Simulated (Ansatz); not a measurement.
## How methods differ on CH3AlF2O (SMILES C[O][Al]([F])[F])

CH3AlF2O has 8 atoms, charge 0, and is taken as a singlet. As SMILES, `C[O][Al]([F])[F]`. The shape was relaxed beforehand at PBE0/def2-SVP.

```xyz
8

C    -0.2460    0.9100    0.8949
O    -0.4020   -0.2801    0.1933
Al    0.2477   -1.1661   -1.0614
F    -0.4234   -2.6185   -1.4572
F     1.5492   -0.6485   -1.9366
H     0.5970    1.5199    0.5233
H    -0.0683    0.7051    1.9646
H    -1.1619    1.5213    0.8231
```

Each level gives the dissociation energy of the Al3–O2 bond into doublet AlF2 and doublet CH3O (shapes relaxed at PBE0/def2-SVP, no zero-point term) (eV). The values are calculated.

```
           level                    kind  program  value (eV)  less CCSD(T)/def2-SVP  CPU time (all runs)
     HF/def2-SVP            Hartree–Fock   Ansatz        3.87                  -1.11               0.74 s
    PBE/def2-SVP                     GGA   Ansatz        4.73                  -0.25                1.8 s
 r2SCAN/def2-SVP                meta-GGA   Ansatz        4.81                  -0.17                4.4 s
  B3LYP/def2-SVP           global hybrid   Ansatz        4.81                  -0.17                2.6 s
wB97M-V/def2-SVP  range-separated hybrid   Ansatz        5.18                  +0.20                 10 s
    MP2/def2-SVP     perturbation theory   Ansatz        5.27                  +0.29                0.9 s
CCSD(T)/def2-SVP   coupled cluster or CI   Ansatz        4.98                   0.00                5.6 s
```

Differences are taken from CCSD(T)/def2-SVP for orientation; it has basis-set and higher-order errors of its own. The values span 3.87 to 5.27 eV. Hartree–Fock misses the correlation of the electron pair that is broken and comes out low. Measured bond enthalpies also hold zero-point and thermal terms, a few tenths of an eV less. CPU times are rough (shared hosts, several kinds of processor): they show what a rung costs within a factor of a few.

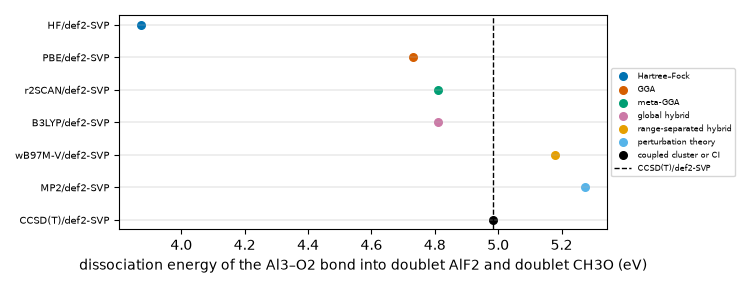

The values of the table, level by level.
